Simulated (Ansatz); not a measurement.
Frozen-phonon scan for BaHI (space group P4/nmm)

Relaxed BaHI (space group P4/nmm):

```yaml
crystal:
  lattice:
    - [4.62120, 0.00000, 0.00000]
    - [0.00000, 4.62120, 0.00000]
    - [0.00000, 0.00000, 7.39323]
  atoms:
    - { symbol: Ba, position: [0.50000, 0.00000, 0.82632] }
    - { symbol: Ba, position: [0.00000, 0.50000, 0.17368] }
    - { symbol: H, position: [0.50000, 0.50000, 0.00000] }
    - { symbol: H, position: [0.00000, 0.00000, 0.00000] }
    - { symbol: I, position: [0.00000, 0.50000, 0.66062] }
    - { symbol: I, position: [0.50000, 0.00000, 0.33938] }
```

A phonon eigenvector at Γ is frozen into this cell: atom i moves by Q times the vector below, so Q is the largest atomic displacement, in Å. The cell is held. It is one choice among 3 degenerate patterns.

```csv
atom,x,y,z
H3,0.000,0.000,-1.000
H4,0.000,0.000,1.000
```

Atoms not listed stay in place.

All values below come from LDA (plane waves to 420 eV, PAW, scalar-relativistic; Ansatz, a quantum-chemistry and plane-wave program). k mesh 7×7×5 (Γ-centred), Fermi-Dirac smearing 0.05 eV. The energy includes the smearing's −TS. BaHI was relaxed with its symmetry unable to fall. Spin-orbit coupling is left out, though I is heavy. The zero of ΔE is the undisplaced structure.

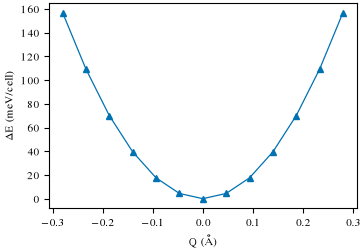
Figure: ΔE (meV/cell) against Q (Å); markers are the computed points, lines only join them.

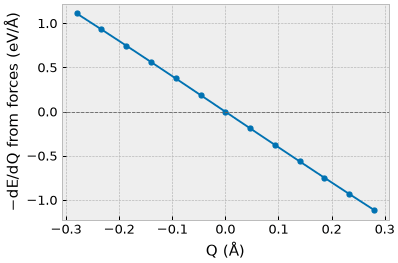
Figure. −dE/dQ from forces (eV/Å) against Q (Å); one marker a computed point.

The energy at Q = 0.280 Å is 156.9 meV/cell. Harmonic wavenumber from the curvature (finite differences): 738 cm⁻¹. Space group of the distorted cell: Pmmn (No. 59), lowered from P4/nmm. Wavenumber by perturbation theory (DFPT, on another k mesh): 738 cm⁻¹. Symmetry of the curve: even: the same for both signs.

E″ = 4.03 eV/Å², M = Σ mᵢ|uᵢ|² = 2.0 u, ν̃ = 521.5·√(|E″|/M).

(A displaced cell: forces are minus the slopes of the energy, force constants its curvatures, and phonons follow from these.)
